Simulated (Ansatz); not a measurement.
**CCSD(T)/cc-pVDZ run of GaSiH4OF (SMILES [OH][GaH][SiH2]F)**

What is the vertical ionisation energy of GaSiH4OF at CCSD(T)/cc-pVDZ? 

Program for the calculation: Ansatz 0.2.0.

101 further runs of the same task are left out: 101 set aside as unsound or not needed. Runs told in other sessions of the task aren't counted.

**1. The structure to begin with**

The species is GaSiH4OF (8 atoms), meant as a singlet with charge 0. SMILES: `[OH][GaH][SiH2]F`. Geometry: relaxed at PBE0-D4/def2-TZVP. This is one conformer, not always the lowest.

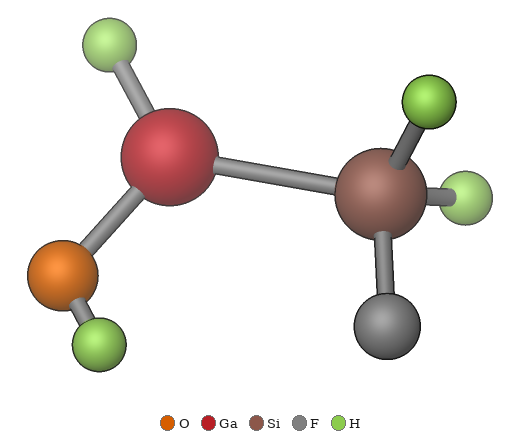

The structure, seen from a chosen angle (oxygen orange, gallium red, silicon brown, fluorine grey, hydrogen green).

**2. The energy at CCSD(T)/cc-pVDZ**

in.yaml reads:

```yaml
crystal:
  periodic: [false, false, false]
  atoms:
    - {symbol: O, position_ang: [-2.152600, 0.668300, 0.454500]}
    - {symbol: Ga, position_ang: [-0.411400, 1.077100, 0.391700]}
    - {symbol: Si, position_ang: [1.066700, -0.691400, -0.347100]}
    - {symbol: F, position_ang: [0.165400, -1.990600, -0.663200]}
    - {symbol: H, position_ang: [-2.350300, -0.231700, 0.185400]}
    - {symbol: H, position_ang: [-0.099500, 2.542900, 0.831400]}
    - {symbol: H, position_ang: [2.066800, -1.082700, 0.683500]}
    - {symbol: H, position_ang: [1.806900, -0.348800, -1.592100]}
basis:
  gaussian: {orbitals: cc-pVDZ}
correlation: {method: ccsd_t, frozen_orbitals: {F: 1, Ga: 9, H: 0, O: 1, Si: 5}}
accuracy: high
scf: {omitted_lower_state_checks: [cluster_reference, increment]}
```

Run with:

```bash
$ ansatz run in.yaml --threads 1 --pin off --max-ram 2610MiB --events-out events.jsonl --progress --plain --runs-dir runs
```

The program printed, cut to the lines that bear on the results:

```text
Warning: RAYON_NUM_THREADS=1 ignored (pool sized by the plan → 1); use --threads N
Functional definition: HF
  name "HF"
[...]
2087 factors; integrals over basis functions are off by at most 4.4e-9 eV
[...]
mean field -65004.06047112 eV, -2388.8551609789 hartree, gradient 3.0e-8 eV, S^2 0.000000; 0 other end points of the search recorded, 0 dependent functions left out
16 core orbitals not correlated: weight in the atoms' cores, before any rotation towards them, 1.000 or more for the frozen orbitals, at most 0.000 for the correlated occupied ones
reference -65004.06047112 eV, -2388.8551609789 hartree; 17, 17 occupied and 60, 60 virtual orbitals, 2087 factors
second order -15.19038793 eV of doubles, -0.00000000 eV of singles
cycle   1  -15.56745335 eV  change   -3.8e-1 eV  update   1.1e-1
[...]
cycle  22  -16.14946937 eV  change   6.0e-10 eV  update   2.1e-9
perturbative correction -0.36643676 eV, -0.0134663027 hartree
Total energy: -65020.57637725 eV, -2389.4621093345 hartree
Checks for a lower state left out: cluster_reference, increment
```

It took 39 s on 1 thread of Arm Neoverse V1, shared host; peak memory 0.53 GiB.

**3. The doublet cation**

job.yaml reads:

```yaml
basis:
  gaussian:
    orbitals: cc-pVDZ
crystal:
  periodic: [false, false, false]
  atoms:
    - {symbol: O, position_ang: [-2.152600, 0.668300, 0.454500]}
    - {symbol: Ga, position_ang: [-0.411400, 1.077100, 0.391700]}
    - {symbol: Si, position_ang: [1.066700, -0.691400, -0.347100]}
    - {symbol: F, position_ang: [0.165400, -1.990600, -0.663200]}
    - {symbol: H, position_ang: [-2.350300, -0.231700, 0.185400]}
    - {symbol: H, position_ang: [-0.099500, 2.542900, 0.831400]}
    - {symbol: H, position_ang: [2.066800, -1.082700, 0.683500]}
    - {symbol: H, position_ang: [1.806900, -0.348800, -1.592100]}
scf:
  omitted_lower_state_checks: [cluster_reference, increment]
magnetization:
  spin_polarized: true
  initial_magnetization: 1
total_charge: 1
accuracy: high
correlation:
  method: ccsd_t
  frozen_orbitals: {F: 1, Ga: 9, H: 0, O: 1, Si: 5}
```

Run with:

```bash
$ ansatz run job.yaml --threads 1 --pin off --max-ram 2610MiB --events-out events.jsonl --progress --plain --runs-dir runs
```

The program printed, cut to the lines that bear on the results:

```text
Warning: RAYON_NUM_THREADS=1 ignored (pool sized by the plan → 1); use --threads N
Functional definition: HF
  name "HF"
[...]
2086 factors; integrals over basis functions are off by at most 4.4e-9 eV
[...]
mean field -64994.44268023 eV, -2388.5017136829 hartree, gradient 2.6e-8 eV, S^2 0.781585; 4 other end points of the search recorded, 0 dependent functions left out
16 core orbitals not correlated: weight in the atoms' cores, before any rotation towards them, 1.000 or more for the frozen orbitals, at most 0.000 for the correlated occupied ones
reference -64994.44268023 eV, -2388.5017136829 hartree; 17, 16 occupied and 60, 61 virtual orbitals, 2086 factors
second order -15.01883804 eV of doubles, -0.00000000 eV of singles
cycle   1  -15.19868972 eV  change   -1.8e-1 eV  update   1.4e-1
[...]
cycle  32  -15.91600965 eV  change    1.2e-9 eV  update   1.4e-9
perturbative correction -0.43841563 eV, -0.0161114773 hartree
Total energy: -65010.79710551 eV, -2389.1027277266 hartree
Checks for a lower state left out: cluster_reference, increment
```

It took 2.9 min on 1 thread of Arm Neoverse V1, shared host; peak memory 1 GiB.

**4. Outcome**

Level: CCSD(T)/cc-pVDZ, 16 core orbitals frozen.

| quantity | value |
| --- | --- |
| singlet GaSiH4OF: total energy | -2389.46211 Eh |
| singlet GaSiH4OF: correlation energy (16 core orbitals frozen) | -606.9 mEh |
| singlet GaSiH4OF: (T) correction | -13.47 mEh |
| singlet GaSiH4OF: T1 diagnostic | 0.014 |
| doublet cation: total energy | -2389.10273 Eh |
| doublet cation: correlation energy (16 core orbitals frozen) | -601.0 mEh |
| doublet cation: (T) correction | -16.11 mEh |
| doublet cation: ⟨S²⟩ of the reference determinant | 0.782 |
| doublet cation: T1 diagnostic | 0.022 |
| vertical ionisation energy (to the doublet cation) | 9.779 eV |

What this shows: The vertical ionisation energy comes to 9.78 eV (226 kcal/mol). The triples (singlet GaSiH4OF) make up 2.2 % of the correlation energy. The triples (doublet cation) make up 2.7 % of the correlation energy.
